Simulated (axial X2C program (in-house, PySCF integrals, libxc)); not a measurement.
## WAl: relativistic diatomic calculation

System: WAl, single determinant with Ω = 5/2. The distance is the PBE0 minimum at charge 0.
Method: expectation values, HF and Kohn-Sham, two-component X2C with atomic mean-field Coulomb and Gaunt terms, W dyall-cv3z, Al dyall-v3z (cores contracted) (axial X2C program (in-house, PySCF integrals, libxc)).

## The input
```
{"zs": [74, 13], "q": 0, "bas": ["dyall-cv3z", "dyall-v3z"], "r0": 2.63, "levels": ["PBE0", "HF", "TPSSh", "BHandHLYP", "B3LYP"], "nst": 3}
```

The line is the task of a batch: nuclear charges, charge, bases, the levels to run, a first guess of the distance and further settings. This report covers the levels named above. The log is that of the reference distance.

Hardware: 1 thread of Arm Neoverse N1, 98 GiB of memory available, shared host.

The run was one of a batch that the task file lists, launched with:
```bash
python <driver script> task.json out
```

## Log
```
two-component X2C + atomic mean field  PBE0
basis functions 234  fitting functions 1200  grid points 5080
iter        total energy     max residual
   1     -16384.900009766     5.36e+00
   2     -16384.967119649     1.50e-03
   3     -16384.967127785     1.31e-03
   4     -16384.967147366     4.72e-04
   5     -16384.967147305     3.65e-04
   6     -16384.967151174     4.05e-05
   7     -16384.967151240     1.56e-05
   8     -16384.967151256     1.20e-05
   9     -16384.967151265     3.89e-06
  10     -16384.967151272     2.82e-06
  11     -16384.967151274     1.32e-06
  12     -16384.967151275     3.81e-07
converged
one-electron -22861.71996532  Coulomb 6643.84822373  exact exchange -85.37389374  xc functional -261.69119718  nuclear repulsion 194.00475492  atomic mean-field constant -14.03507367
```

## Expectation values by level of theory

| quantity | PBE0 | HF | TPSSh | BHandHLYP | B3LYP |
| --- | --- | --- | --- | --- | --- |
| effective field for an electron dipole moment (GV/cm) | −15.7 | −46.1 | −18.1 | −3.02 | −6.06 |
| field gradient at the first nucleus (a.u.) | −0.0658 | 0.993 | −0.262 | 0.413 | 0.314 |
| field gradient at the second nucleus (a.u.) | −0.976 | −0.624 | −0.963 | −0.972 | −0.886 |
| A∥/gI, first nucleus (MHz) | 611 | 998 | 698 | 202 | 328 |
| A∥/gI, second nucleus (MHz) | −8.60 | −11.6 | −6.20 | −9.06 | −7.77 |

Each column comes from one determinant, in a basis with contracted cores. The levels disagree widely: the effective field runs from −46.1 to −3.02 GV/cm, A∥/gI at the first nucleus runs from 202 to 998 MHz and the field gradient at the first nucleus runs from −0.262 to 0.993 a.u. They may not all have settled in the same state, and these values aren't reliable properties of the molecule.

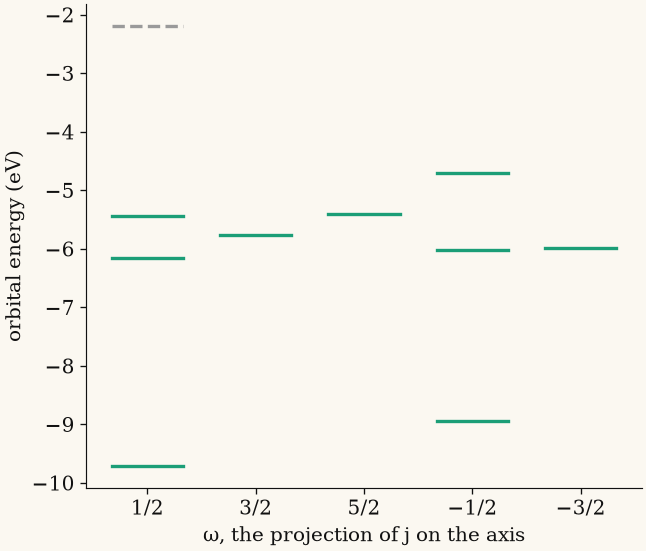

Fig. 1: Orbital energies (PBE0) near the frontier at 2.62 Å, filled (solid) and empty (dashed). The highest filled spinor (−1/2; 54 % Al p, 28 % W s) lies at −4.70 eV, the lowest empty one (1/2; 58 % Al p, 28 % W d) at −2.20 eV.

## Summary

| quantity | value |
| --- | --- |
| outcome | converged; the levels of theory disagree widely |
| wall time | 19 s |
| peak memory | 0.44 GiB |
